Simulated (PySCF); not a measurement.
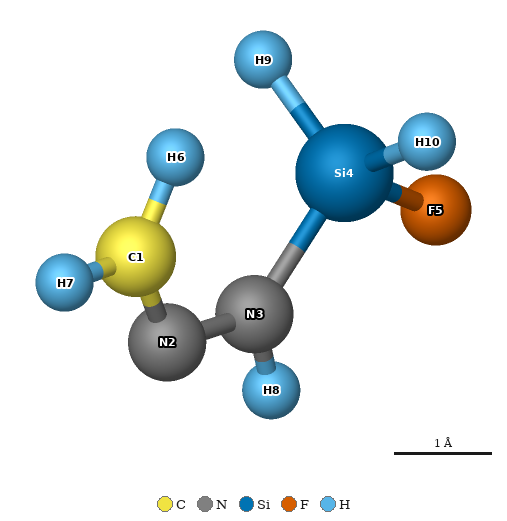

**Figure 1.** The structure as given in the input (ball-and-stick view, seen at a tilt; atoms are numbered from 1 in the order of the input). Bond lengths as drawn: C–H 1.09 to 1.11 Å, C–N 1.27 Å, F–Si 1.62 Å, H–N 1.01 Å, H–Si 1.49 Å, N–N 1.34 Å and N–Si 1.75 Å.

# CH5FN2Si: one change and its effect

System: CH5FN2Si, SMILES C=NN[SiH2]F.
Method of run A: GIAO LDA/pcSseg-2 NMR shielding, non-relativistic, gas phase (PySCF 2.14.0).

The geometry comes from this level: PBE0-D3(BJ)/def2-SVP. Text and figures count atoms from 1; the logs count them from 0 in places.

## The input, run A
```
{"job": {"kind": "nmr", "xc": "LDA", "basis": "pcSseg-2", "pop": false}, "charge": 0, "multiplicity": 1}
C      1.779723     0.259108     0.137489
N      1.124088     0.360502    -0.950719
N     -0.196539     0.113154    -0.959702
Si    -1.265897    -0.274842     0.368052
F     -2.719069    -0.342558    -0.348598
H      1.335354    -0.031388     1.107374
H      2.852602     0.467917     0.112399
H     -0.603034     0.229578    -1.882258
H     -0.972043    -1.597213     0.983817
H     -1.276743     0.789562     1.408206
```

The first line tells a small driver script what to run in PySCF; the rest is the geometry in Å.

Launched with:
```bash
OMP_NUM_THREADS=1 python <driver script> task.json out
```

Hardware: 1 CPU thread, shared host.

## Output (run A)
```
coarse grid: 9024 points
cycle   1  E = -536.9881972616  dE =  4.253e-01  |g| = 6.606e-01  |ddm| = 2.395e+00
cycle   2  E = -536.7627612822  dE =  2.254e-01  |g| = 1.357e+00  |ddm| = 1.346e+00
cycle   3  E = -537.0595881112  dE = -2.968e-01  |g| = 1.660e-01  |ddm| = 9.566e-01
cycle   4  E = -537.0639104262  dE = -4.322e-03  |g| = 6.110e-02  |ddm| = 1.520e-01
cycle   5  E = -537.0647121904  dE = -8.018e-04  |g| = 1.375e-02  |ddm| = 5.345e-02
cycle   6  E = -537.0647304914  dE = -1.830e-05  |g| = 1.034e-02  |ddm| = 1.216e-02
cycle   7  E = -537.0647522191  dE = -2.173e-05  |g| = 2.512e-03  |ddm| = 6.578e-03
cycle   8  E = -537.0647532630  dE = -1.044e-06  |g| = 1.214e-03  |ddm| = 1.906e-03
final grid: 83584 points
cycle   9  E = -537.0632938279  dE = -4.979e-05  |g| = 3.473e-03  |ddm| = 2.434e-02
cycle  10  E = -537.0632885116  dE =  5.316e-06  |g| = 5.695e-03  |ddm| = 6.899e-03
cycle  11  E = -537.0632963424  dE = -7.831e-06  |g| = 9.955e-04  |ddm| = 4.831e-03
cycle  12  E = -537.0632964818  dE = -1.394e-07  |g| = 5.132e-04  |ddm| = 7.675e-04
cycle  13  E = -537.0632965320  dE = -5.019e-08  |g| = 1.677e-04  |ddm| = 3.838e-04
cycle  14  E = -537.0632965381  dE = -6.126e-09  |g| = 4.316e-05  |ddm| = 1.177e-04
cycle  15  E = -537.0632965386  dE = -4.223e-10  |g| = 9.199e-06  |ddm| = 3.015e-05
converged SCF energy = -537.0632965386

GIAO shielding tensors (ppm)
atom      isotropic    diamagn.    paramagn.     s11        s22        s33       span
  0 C       49.037     254.255    -205.218    -37.265     68.984    115.392    152.657
  1 N     -151.157     314.556    -465.713   -494.283   -142.183    182.994    677.277
  2 N      116.700     317.207    -200.507     34.739    103.220    212.141    177.401
  3 Si     305.221     876.846    -571.625    271.486    276.295    367.881     96.395
  4 F      394.555     465.164     -70.609    373.096    378.063    432.506     59.410
  5 H       23.902      31.869      -7.967     21.319     22.989     27.398      6.078
  6 H       24.725      29.342      -4.617     23.468     24.750     25.956      2.488
  7 H       25.238      31.167      -5.930     20.773     26.031     28.909      8.136
  8 H       24.316      28.163      -3.846     21.900     22.906     28.142      6.242
  9 H       24.356      28.253      -3.897     22.090     22.898     28.080      5.990
```

Run B used a changed input.

## The two runs side by side

```tsv
quantity	run A	run B
outcome	converged	converged
total energy (hartree)	−537.063297	−538.189308
HOMO (eV)	−6.07	−9.71
LUMO (eV)	−1.60	2.74
dipole moment (D)	1.15	1.63
shielding of C1 (ppm)	49.0	58.7
shielding of N2 (ppm)	−151.2	−166.5
shielding of N3 (ppm)	116.7	155.6
shielding of Si4 (ppm)	305.2	413.8
shielding of F5 (ppm)	394.6	408.8
shielding of H9 (ppm)	24.3	26.6
shielding of H10 (ppm)	24.4	26.7
SCF iterations	15	12
basis functions	257	257
wall time (shared host)	28 s	13 s
```

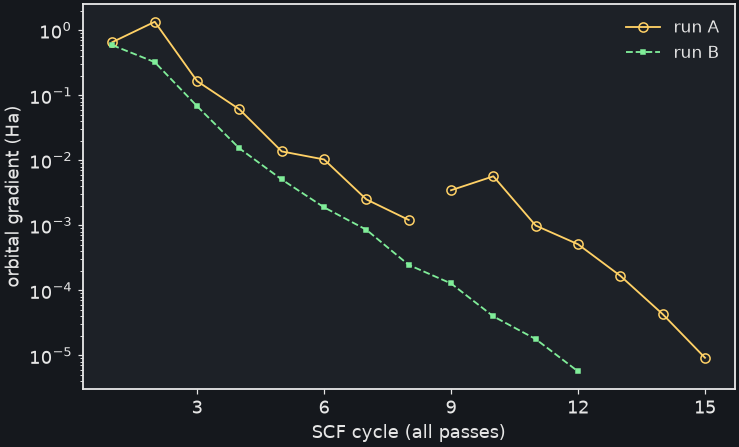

**Figure 2.** Convergence of the two runs: orbital gradient against the SCF cycle. A break in a curve parts two SCF passes (coarse and final grid). Run A takes 15 cycles in all, and run B takes 12.

Which change of the input explains these differences?

The change (lines with − go, lines with + come):
```diff
-"xc": "LDA"
+"xc": "HF"
```

The total energies belong to different methods, so their difference says nothing on which is more stable or more accurate. The HOMO goes from −6.07 to −9.71 eV. The LUMO goes from −1.60 to 2.74 eV. The dipole moment goes from 1.15 to 1.63 D. Of all shieldings, the largest change is that of Si4, by +108.6 ppm. The method changes from LDA to HF. Exact exchange removes part of the self-interaction error of semilocal functionals, which pushes filled and empty levels apart. The SCF takes 12 iterations against 15.

## Output (run B)
```
final grid: 83584 points
cycle   1  E = -538.1004202846  dE =  5.481e-01  |g| = 5.916e-01  |ddm| = 2.281e+00
cycle   2  E = -538.1716460377  dE = -7.123e-02  |g| = 3.249e-01  |ddm| = 4.868e-01
cycle   3  E = -538.1876654562  dE = -1.602e-02  |g| = 6.827e-02  |ddm| = 1.702e-01
cycle   4  E = -538.1891719821  dE = -1.507e-03  |g| = 1.532e-02  |ddm| = 7.602e-02
cycle   5  E = -538.1892883515  dE = -1.164e-04  |g| = 5.088e-03  |ddm| = 1.964e-02
cycle   6  E = -538.1893045895  dE = -1.624e-05  |g| = 1.897e-03  |ddm| = 6.905e-03
cycle   7  E = -538.1893073441  dE = -2.755e-06  |g| = 8.572e-04  |ddm| = 2.801e-03
cycle   8  E = -538.1893076790  dE = -3.349e-07  |g| = 2.467e-04  |ddm| = 1.046e-03
cycle   9  E = -538.1893077276  dE = -4.856e-08  |g| = 1.280e-04  |ddm| = 3.862e-04
cycle  10  E = -538.1893077386  dE = -1.101e-08  |g| = 3.986e-05  |ddm| = 2.265e-04
cycle  11  E = -538.1893077400  dE = -1.436e-09  |g| = 1.784e-05  |ddm| = 8.211e-05
cycle  12  E = -538.1893077402  dE = -1.863e-10  |g| = 5.678e-06  |ddm| = 3.051e-05
converged SCF energy = -538.1893077402

GIAO shielding tensors (ppm)
atom      isotropic    diamagn.    paramagn.     s11        s22        s33       span
  0 C       58.714     252.191    -193.477    -62.335    101.195    137.282    199.617
  1 N     -166.467     311.128    -477.595   -577.418   -148.593    226.609    804.026
  2 N      155.642     317.667    -162.025     67.976    152.398    246.553    178.576
  3 Si     413.774     872.479    -458.705    389.235    416.985    435.102     45.867
  4 F      408.760     467.687     -58.927    380.077    419.973    426.229     46.152
  5 H       25.171      33.355      -8.184     21.957     23.951     29.605      7.649
  6 H       25.362      28.871      -3.509     23.978     24.839     27.271      3.293
  7 H       26.372      31.608      -5.236     21.032     26.872     31.210     10.178
  8 H       26.649      29.444      -2.795     24.041     24.907     30.998      6.958
  9 H       26.670      29.546      -2.876     24.143     24.943     30.923      6.780
```
